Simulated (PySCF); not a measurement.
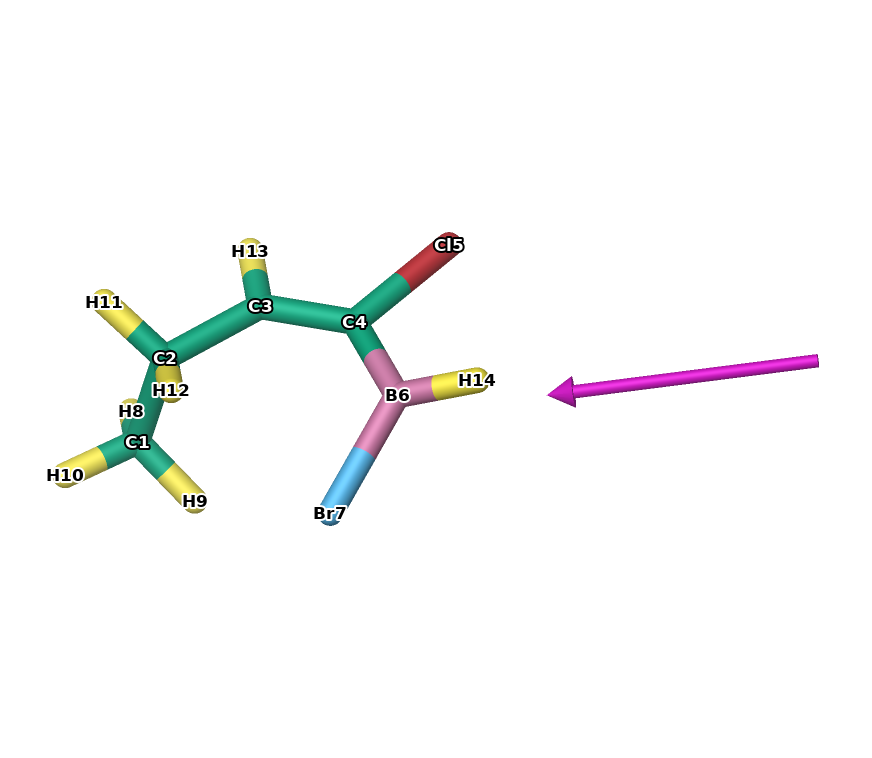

The arrow beside the molecule shows the direction of the dipole moment, from the negative to the positive end (its length means nothing). Computed geometry: GFN2-xTB optimisation. No frequency run is at hand to confirm it as a minimum. Method: B3LYP/def2-SVPD, gas phase (PySCF 2.14.0).

**How large is the dipole moment?**

2.43 D; it points from the side of H14 to the side of H10 (the outermost atoms at the two ends).

The geometry is semi-empirical. Around B, Br such bond lengths and angles can be off by a tenth of an ångström or more and by several degrees, and values that hang on the shape move with them.
